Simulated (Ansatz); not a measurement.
## Electronic structure of CH$_{6}$Si···NH$_{3}$ in real space

Input

```
crystal:
  periodic: [false, false, false]
  atoms:
    - {symbol: Si, position_ang: [-1.307809, 0.405836, -0.327781]}
    - {symbol: N, position_ang: [1.219770, -0.978802, 1.459805]}
    - {symbol: H, position_ang: [-1.139329, 1.062559, 0.997431]}
    - {symbol: H, position_ang: [-2.558814, 0.949714, -0.931508]}
    - {symbol: H, position_ang: [-1.525267, -1.049980, -0.105938]}
    - {symbol: H, position_ang: [2.185939, -1.251576, 1.592480]}
    - {symbol: C, position_ang: [0.152293, 0.723004, -1.446055]}
    - {symbol: H, position_ang: [0.659603, -1.820274, 1.520888]}
    - {symbol: H, position_ang: [0.962455, -0.394413, 2.245839]}
    - {symbol: H, position_ang: [0.292861, 1.793800, -1.609908]}
    - {symbol: H, position_ang: [0.009788, 0.246165, -2.418436]}
    - {symbol: H, position_ang: [1.048609, 0.313967, -0.976818]}
basis:
  gaussian: {orbitals: def2-TZVPP}
hamiltonian: {xc: pbe0, dispersion: d4}
output: {orbitals: {seedname: orbitals}}
```

Run with:

```sh
ansatz run in.yaml --threads 4 --pin off --events-out ev --progress --plain --max-ram 9574MiB
```

The product side of a reaction path; geometry: PBE0-D4/def2-TZVP.

These are results of RKS PBE0-D4/def2-TZVPP in Ansatz, not measurements.

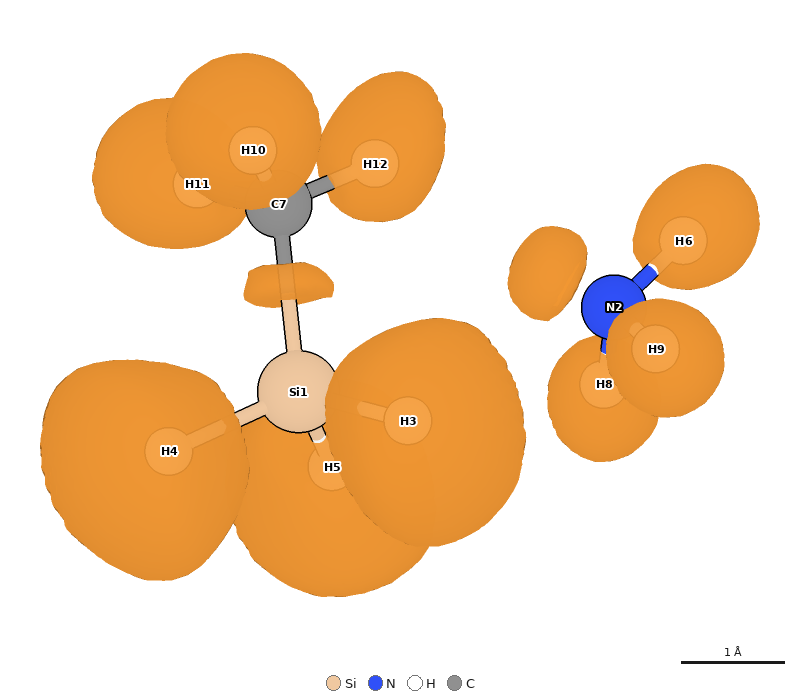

Figure 1. Isosurface of the ELF at 0.9 (orange), seen at a tilt. Core shells and regions of very low density are left out.

Describe the localisation domains.

Answer. The ELF exceeds this value in one region between bonded C–Si atoms (shared pairs), nine regions around hydrogen nuclei and one lobe on N, pointing away from the bonds (lone pairs). Profiles from the grid: Si1···N2 (3.39 Å): the ELF dips to about 0 between them; a weak contact between the two molecules. C–Si (1.87 Å): the ELF peaks at about 0.95 between the atoms, as expected for a shared electron pair.

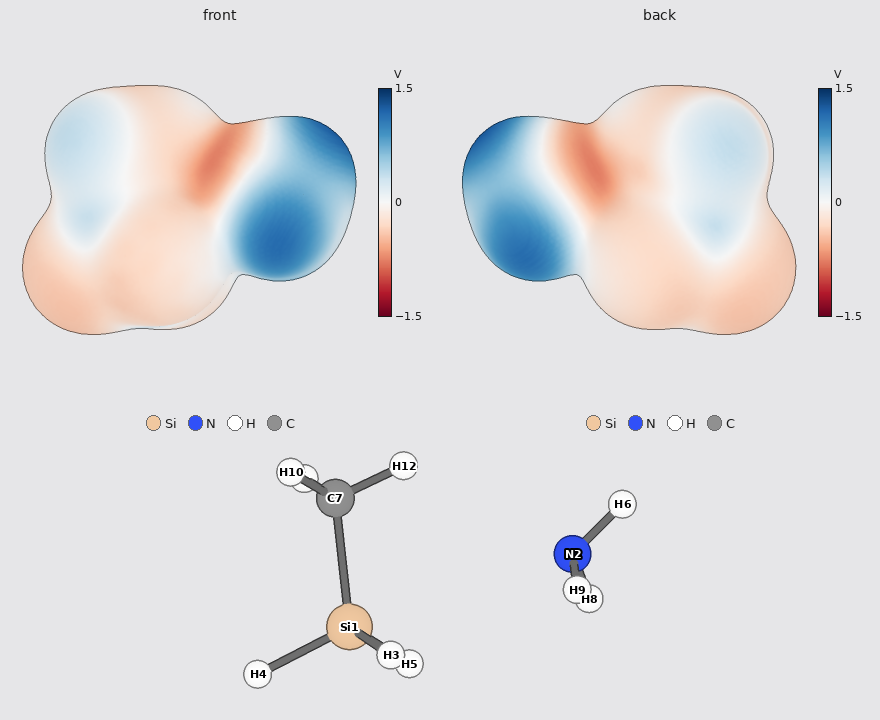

Figure 2. The molecular electrostatic potential painted on the density surface at 0.001 e/bohr³, seen from the front and from behind; the colour scale runs from red (negative) to blue (positive). The bare structure is drawn below in the same view.

Describe the electrostatic potential map.

Answer. The most negative region (about −0.7 V) lies over the gap between the two molecules, near Si1, N2 and H12, the most positive (about +1.2 V) over H6.

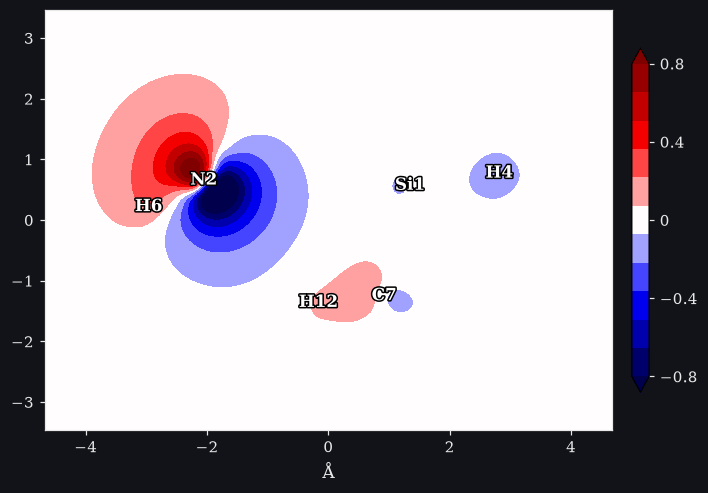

Figure 3. The HOMO on the plane of atoms Si1, C7 and H12 (values in Å⁻³ᐟ²; the overall sign is arbitrary).

What is the character of this orbital?

Answer. It lies mainly on N2 (about 75 %), H6 (about 5 %), H9 (about 5 %) and H8 (about 5 %); largely a lone pair of N2. Its energy is −7.83 eV.
